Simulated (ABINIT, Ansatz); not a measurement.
## TiNF (Pmmn): one start, several treatments of the self-energy

Wanted: the gap of TiNF (Pmmn) under several approximations, with cost.

Main program and level: ABINIT 10.8.3; LDA and many-body steps on it, plane waves.

### Step 1. The starting structure

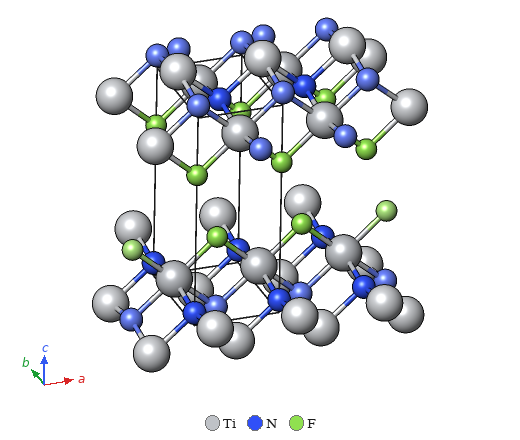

Start, viewed slightly off an axis; titanium light grey, nitrogen blue, fluorine green. 2×1×1 cells are drawn. Some periodic images of atoms are drawn too.

The cell and positions are those that the Materials Project relaxed with its own functionals (PBE, PBE+U or r2SCAN), kept fixed.

### Step 2. Empty states on the mesh, 4×2×1 mesh, 195 bands

This step: ABINIT 10.8.3; DFT, LDA, plane waves, norm-conserving pseudopotentials.

The sums over transitions need many empty states on a uniform mesh; this step solves for them.

Input file run.abi:

```
acell 3*1.0 Angstrom
rprim 
  3.062004000000 0.000000000000 0.000000000000
  0.000000000000 3.964387000000 0.000000000000
  0.000000000000 0.000000000000 7.870826000000
ntypat 3
znucl 22 7 9
natom 6
typat 1 1 2 2 3 3
xred 
  0.500000000000 0.000000000000 0.895914000000
  0.000000000000 0.500000000000 0.104086000000
  0.500000000000 0.500000000000 0.939316000000
  0.000000000000 0.000000000000 0.060684000000
  0.000000000000 0.000000000000 0.724624000000
  0.500000000000 0.500000000000 0.275376000000
pp_dirpath "pseudos"
pseudos "Ti.upf, N.upf, F.upf"
ecut 38
ngkpt 4 2 1
nshiftk 1
shiftk 0 0 0
kptopt 1
chksymbreak 0
iscf -2
irdden 1
istwfk *1
nband 195
nbdbuf 16
tolwfr 1e-09
nstep 60
prtvol 0
indata_prefix "in"
outdata_prefix "out"
tmpdata_prefix "tmp"
```

Command:

```console
> OMP_NUM_THREADS=1 mpirun -n 4 abinit run.abi > log
```

Numbers of over 12 decimals in the logs are rounded to 6 here.

The program printed:

```text
.Version 10.8.3 of ABINIT. v10.8.2 released Aug 2026.

 Symmetries : space group Pm m n (# 59); Bravais oP (primitive ortho.)
[... echo of the input left out ...]
== DATASET  1 ==================================================================
-   mpi_nproc: 4, omp_nthreads: 1 (-1 if OMP is not activated)

--- !DatasetInfo
iteration_state: {dtset: 1, }
dimensions: {natom: 6, nkpt: 6, mband: 195, nsppol: 1, nspinor: 1, nspden: 1, mpw: 7264, }
cutoff_energies: {ecut:  38.0, pawecutdg:  -1.0, }
[...]
2.80370    2.81798    2.82777    2.82933    2.83590    2.85878    2.88026    2.88722
   2.89102    2.90353    2.91908    2.92041    2.92081    2.92178    2.94130    2.96033
   2.96866    2.97509    2.97854
 prteigrs : prtvol=0 or 1, do not print more k-points.

== END DATASET(S) ==============================================================
================================================================================

 -outvars: echo values of variables after computation  --------
            nband         195
             nkpt           6
          spgroup          59
 [... the other variables as echoed above ...]

 Calculation completed.
```

The job ended after 2.3 min (4 MPI ranks of Arm Neoverse V1, shared host; peak memory 0.47 GiB).

This step gave:

* gap: 0.6504 eV
* k of the valence top: 0, 0, 0
* k of the conduction bottom: 0, 0, 0
* least direct gap: 0.6504 eV
* k points computed: 6
* lowest point of the top converged band, above the valence top: 73.1271 eV

On this mesh the gap is 0.650 eV.

The density comes from a self-consistent run that is not shown.

### Step 3. Screening, 4×2×1 mesh, 87 bands, screening to 114.3 eV

The RPA dielectric matrix is built and inverted for each q.

This step: RPA screening on LDA, plane waves, norm-conserving pseudopotentials.

Edit run.abi of step 2 so:

```diff
@@ -24,10 +24,11 @@
 chksymbreak 0
-iscf -2
-irdden 1
 istwfk *1
-nband 195
-nbdbuf 16
-tolwfr 1e-09
-nstep 60
-prtvol 0
+occopt 1
+irdwfk 1
+optdriver 3
+nband 87
+ecuteps 4.2
+inclvkb 2
+awtr 1
+symchi 1
 indata_prefix "in"
```

The program printed:

```text
.Version 10.8.3 of ABINIT. v10.8.2 released Aug 2026.

 Symmetries : space group Pm m n (# 59); Bravais oP (primitive ortho.)
[... echo of the input left out ...]
== DATASET  1 ==================================================================
-   mpi_nproc: 4, omp_nthreads: 1 (-1 if OMP is not activated)

--- !DatasetInfo
iteration_state: {dtset: 1, }
dimensions: {natom: 6, nkpt: 6, mband: 87, nsppol: 1, nspinor: 1, nspden: 1, mpw: 7264, }
cutoff_energies: {ecut:  38.0, pawecutdg:  -1.0, }
electrons: {nelect:   4.80000000E+01, charge:   0.00000000E+00, occopt:   1.00000000E+00, tsmear:   1.00000000E-02, }

 SCREENING: Calculation of the susceptibility and dielectric matrices

 Based on a program developped by R.W. Godby, V. Olevano, G. Onida, and L. Reining.
 Incorporated in ABINIT by V. Olevano, G.-M. Rignanese, and M. Torrent.
.Using double precision arithmetic ; gwpc =  8

[... cell and pseudopotentials left out ...]
--------------------------------------------------------------------------------

 ==== K-mesh for the wavefunctions ====
 Number of points in the irreducible wedge :     6
[... list of points left out ...]
 Together with  8 symmetry operations and time-reversal symmetry
 yields     8 points in the full Brillouin Zone.

 ==== Q-mesh for the screening function ====
 Number of points in the irreducible wedge :     6
[... list of points left out ...]
 Together with  8 symmetry operations and time-reversal symmetry
 yields     8 points in the full Brillouin Zone.

 setmesh: FFT mesh size selected  =    24x   30x   60
          total number of points  =        43200

 vcoul_init : cutoff-mode = AUXILIARY_FUNCTION
 q-points for optical limit:   1
     1)      0.000010    0.000020    0.000030

- screening: taking advantage of time-reversal symmetry
- Maximum band index for partially occupied states nbvw = 24
- Remaining bands to be divided among processors   nbcw = 63
- Number of bands treated by each node ~15

 Number of electrons calculated from density =   48.0000; Expected =   48.0000
 average of density, n =  0.074446
 r_s =    1.4747
 omega_plasma =   26.3195 [eV]

 calculating chi0 at frequencies [eV] :
  1    0.000000E+00    0.000000E+00
  2    0.000000E+00    2.631945E+01

--------------------------------------------------------------------------------
  q-point number  1        q = ( 0.000000, 0.000000, 0.000000) [r.l.u.]
--------------------------------------------------------------------------------
[... chi0 elements left out ...]
 For q-point:  0.000010 0.000020 0.000030
  dielectric constant =  12.1437
  dielectric constant without local fields =  13.2428

  Average fulfillment of the sum rule on Im[epsilon] for q-point    1 :     46.08  [%]
[... wings left out ...]
  q-point number  2        q = ( 0.250000, 0.000000, 0.000000) [r.l.u.]
--------------------------------------------------------------------------------
[... chi0 elements left out ...]
  Average fulfillment of the sum rule on Im[epsilon] for q-point    2 :     52.13  [%]

 [... 4 further q-points ...]
```

Wall time 30 s (4 MPI ranks); peak memory 1.2 GiB.

This step gave:

```
ε∞ with local fields, on this mesh, along the program's q direction : 12.14
the same without local fields                                       : 13.24
plasma frequency                                                    : 26.32 eV
plane waves in the screening matrix                                 : 283
```

Local fields lower ε∞ by 8 %. On a Γ-centred mesh this coarse the value itself is usually too large, while a short band sum pulls it down.

### Step 4. G0W0, Godby-Needs plasmon pole

The self-energy is evaluated for the states that the input lists, and the levels follow from it, in one-shot runs by the linearised quasiparticle equation.

This step: G0W0 on LDA, plane waves, norm-conserving pseudopotentials.

Edit run.abi of step 3 so:

```diff
@@ -27,8 +27,15 @@
 irdwfk 1
-optdriver 3
+optdriver 4
 nband 87
+gwcalctyp 0
+ecutsigx 38
+symsigma 1
+nkptgw 1
+kptgw 
+  0.0000000000 0.0000000000 0.0000000000
+bdgw 
+  23 26
 ecuteps 4.2
-inclvkb 2
-awtr 1
-symchi 1
+irdscr 1
+ppmodel 1
 indata_prefix "in"
```

The program printed:

```text
.Version 10.8.3 of ABINIT. v10.8.2 released Aug 2026.

 Symmetries : space group Pm m n (# 59); Bravais oP (primitive ortho.)
[... echo of the input left out ...]
== DATASET  1 ==================================================================
-   mpi_nproc: 4, omp_nthreads: 1 (-1 if OMP is not activated)

--- !DatasetInfo
iteration_state: {dtset: 1, }
dimensions: {natom: 6, nkpt: 6, mband: 87, nsppol: 1, nspinor: 1, nspden: 1, mpw: 7264, }
cutoff_energies: {ecut:  38.0, pawecutdg:  -1.0, }
electrons: {nelect:   4.80000000E+01, charge:   0.00000000E+00, occopt:   1.00000000E+00, tsmear:   1.00000000E-02, }

 SIGMA: Calculation of the GW corrections

 Based on a program developped by R.W. Godby, V. Olevano, G. Onida, and L. Reining.
 Incorporated in ABINIT by V. Olevano, G.-M. Rignanese, and M. Torrent.
.Using double precision arithmetic ; gwpc =  8

[... cell and pseudopotentials left out ...]
--------------------------------------------------------------------------------

 ==== K-mesh for the wavefunctions ====
 Number of points in the irreducible wedge :     6
[... list of points left out ...]
 Together with  8 symmetry operations and time-reversal symmetry
 yields     8 points in the full Brillouin Zone.

 ==== Q-mesh for screening function ====
 Number of points in the irreducible wedge :     6
[... list of points left out ...]
 Together with  8 symmetry operations and time-reversal symmetry
 yields     8 points in the full Brillouin Zone.

 vcoul_init : cutoff-mode = AUXILIARY_FUNCTION
 q-points for optical limit:   1
     1)      0.000010    0.000020    0.000030
 setmesh: FFT mesh size selected  =    40x   48x   90
          total number of points  =       172800

 Number of electrons calculated from density =   48.0000; Expected =   48.0000
 average of density, n =  0.074446
 r_s =    1.4747
 omega_plasma =   26.3195 [eV]

 === KS Band Gaps ===
  >>>> For spin  1
   Minimum direct gap =   0.6503 [eV], located at k-point      :   0.0000  0.0000  0.0000
   Fundamental gap    =   0.6503 [eV], Top of valence bands at :   0.0000  0.0000  0.0000
                                       Bottom of conduction at :   0.0000  0.0000  0.0000
 SIGMA fundamental parameters:
 PLASMON POLE MODEL  1
 number of plane-waves for SigmaX                 7201
 number of plane-waves for SigmaC and W            283
 number of plane-waves for wavefunctions          7201
 number of bands                                    87
 number of independent spin polarizations            1
 number of spinorial components                      1
 number of k-points in IBZ                           6
 number of q-points in IBZ                           6
 number of symmetry operations                       8
 number of k-points in BZ                            8
 number of q-points in BZ                            8
 number of frequencies for dSigma/dE                 9
 frequency step for dSigma/dE [eV]                0.25
 number of omega for Sigma on real axis              0
 max omega for Sigma on real axis  [eV]           0.00
 zcut for avoiding poles [eV]                     0.10

 EPSILON^-1 parameters (SCR file):
 dimension of the eps^-1 matrix on file            283
 dimension of the eps^-1 matrix used               283
 number of plane-waves for wavefunctions          7201
 number of bands                                    87
 number of q-points in IBZ                           6
 number of frequencies                               2
 number of real frequencies                          1
 number of imag frequencies                          1

 matrix elements of self-energy operator (all in [eV])

 Perturbative Calculation

--- !SelfEnergy_ee
iteration_state: {dtset: 1, }
kpoint     : [   0.000,    0.000,    0.000, ]
spin       : 1
KS_gap     :    0.650
QP_gap     :    1.690
Delta_QP_KS:    1.040
data: !SigmaeeData |
     Band     E0 <VxcDFT>   SigX SigC(E0)      Z dSigC/dE  Sig(E)    E-E0       E
       23   0.845 -18.918 -21.915   3.737   0.745  -0.341 -18.366   0.552   1.396
       24   2.090 -18.198 -20.429   3.139   0.746  -0.341 -17.520   0.677   2.768
       25   2.741 -19.714 -12.313  -5.100   0.746  -0.340 -17.997   1.717   4.458
       26   3.491 -20.364 -12.138  -5.810   0.738  -0.354 -18.580   1.784   5.275

== END DATASET(S) ==============================================================
================================================================================

 -outvars: echo values of variables after computation  --------
           etotal      0.0000000000E+00
            nband          87
             nkpt           6
          spgroup          59
 [... the other variables as echoed above ...]

 Calculation completed.
```

Wall time 6.8 s (4 MPI ranks); peak memory 0.8 GiB.

Numbers from this step:

| Property | Result |
| --- | --- |
| G0W0 gap on the points computed | 1.690 eV |
| starting gap on the mesh | 0.6504 eV |
| k of the valence top | 0, 0, 0 |
| k of the conduction bottom | 0, 0, 0 |
| Z at the valence top | 0.746 |
| Z at the conduction bottom | 0.746 |
| least direct G0W0 gap on the computed points | 1.690 eV |

The gap on the mesh goes from 0.65 eV to 1.69 eV, a correction of +1.04 eV.

### Step 5. G0W0, von der Linden-Horsch plasmon pole

Edit run.abi of step 4 so:

```diff
@@ -39,3 +39,3 @@
 irdscr 1
-ppmodel 1
+ppmodel 3
 indata_prefix "in"
```

The program printed:

```text
.Version 10.8.3 of ABINIT. v10.8.2 released Aug 2026.

 Symmetries : space group Pm m n (# 59); Bravais oP (primitive ortho.)
[... echo of the input left out ...]
== DATASET  1 ==================================================================
-   mpi_nproc: 4, omp_nthreads: 1 (-1 if OMP is not activated)

--- !DatasetInfo
iteration_state: {dtset: 1, }
dimensions: {natom: 6, nkpt: 6, mband: 87, nsppol: 1, nspinor: 1, nspden: 1, mpw: 7264, }
cutoff_energies: {ecut:  38.0, pawecutdg:  -1.0, }
electrons: {nelect:   4.80000000E+01, charge:   0.00000000E+00, occopt:   1.00000000E+00, tsmear:   1.00000000E-02, }

 SIGMA: Calculation of the GW corrections

 Based on a program developped by R.W. Godby, V. Olevano, G. Onida, and L. Reining.
 Incorporated in ABINIT by V. Olevano, G.-M. Rignanese, and M. Torrent.
.Using double precision arithmetic ; gwpc =  8

[... cell and pseudopotentials left out ...]
--------------------------------------------------------------------------------

 ==== K-mesh for the wavefunctions ====
 Number of points in the irreducible wedge :     6
[... list of points left out ...]
 Together with  8 symmetry operations and time-reversal symmetry
 yields     8 points in the full Brillouin Zone.

 ==== Q-mesh for screening function ====
 Number of points in the irreducible wedge :     6
[... list of points left out ...]
 Together with  8 symmetry operations and time-reversal symmetry
 yields     8 points in the full Brillouin Zone.

 vcoul_init : cutoff-mode = AUXILIARY_FUNCTION
 q-points for optical limit:   1
     1)      0.000010    0.000020    0.000030
 setmesh: FFT mesh size selected  =    40x   48x   90
          total number of points  =       172800

 Number of electrons calculated from density =   48.0000; Expected =   48.0000
[...]
number of k-points in IBZ                           6
 number of q-points in IBZ                           6
 number of symmetry operations                       8
 number of k-points in BZ                            8
 number of q-points in BZ                            8
 number of frequencies for dSigma/dE                 9
 frequency step for dSigma/dE [eV]                0.25
 number of omega for Sigma on real axis              0
 max omega for Sigma on real axis  [eV]           0.00
 zcut for avoiding poles [eV]                     0.10

 EPSILON^-1 parameters (SCR file):
 dimension of the eps^-1 matrix on file            283
 dimension of the eps^-1 matrix used               283
 number of plane-waves for wavefunctions          7201
 number of bands                                    87
 number of q-points in IBZ                           6
 number of frequencies                               2
 number of real frequencies                          1
 number of imag frequencies                          1

 matrix elements of self-energy operator (all in [eV])

 Perturbative Calculation

--- !SelfEnergy_ee
iteration_state: {dtset: 1, }
kpoint     : [   0.000,    0.000,    0.000, ]
spin       : 1
KS_gap     :    0.650
QP_gap     :    1.832
Delta_QP_KS:    1.182
data: !SigmaeeData |
     Band     E0 <VxcDFT>   SigX SigC(E0)      Z dSigC/dE  Sig(E)    E-E0       E
       23   0.845 -18.918 -21.915   3.643   0.826  -0.210 -18.384   0.534   1.379
       24   2.090 -18.198 -20.429   3.085   0.823  -0.215 -17.495   0.703   2.793
       25   2.741 -19.714 -12.313  -5.124   0.827  -0.208 -17.830   1.885   4.626
       26   3.491 -20.364 -12.138  -5.758   0.824  -0.214 -18.330   2.034   5.525

== END DATASET(S) ==============================================================
================================================================================

 -outvars: echo values of variables after computation  --------
           etotal      0.0000000000E+00
            nband          87
             nkpt           6
          spgroup          59
 [... the other variables as echoed above ...]

 Calculation completed.
```

The job ended after 5.9 s (4 MPI ranks; peak memory 0.25 GiB).

Numbers from this step:

```
G0W0 gap on the points computed              : 1.833 eV
starting gap on the mesh                     : 0.6504 eV
k of the valence top                         : 0, 0, 0
k of the conduction bottom                   : 0, 0, 0
Z at the valence top                         : 0.823
Z at the conduction bottom                   : 0.827
least direct G0W0 gap on the computed points : 1.833 eV
```

Against G0W0 in ABINIT (4×2×1 mesh, 87 bands, screening to 114.3 eV, Godby-Needs plasmon pole), the gap moves by +0.143 eV.

(Continued in part 2 of 2.)

[Paths, hosts, dates, memory and timing lines, banners, echoed tables and standing remarks are left out of the program output.]

[Logs are printed without paths, hosts, clocks, repeated set-up lines and the standing remarks that a program may print on its own settings, such as how far it seeks lower states.]

[Runs of the session that timed out or met a known fault of the program may be left out.]

[Hosts, paths, dates, database ids (printed as entryN), source tags and the programs' standing remarks are cut or masked in the printed files.]

[G0W0 gaps are taken among the corrected bands and points alone; a level outside them can change the order at an edge.]

[Where Ansatz stands beside ABINIT at settings called matched, ABINIT's density can come from a denser mesh and the files from another edition; pairs whose starting gaps differed by over 0.03 eV were left out, so agreement reads better than it is.]
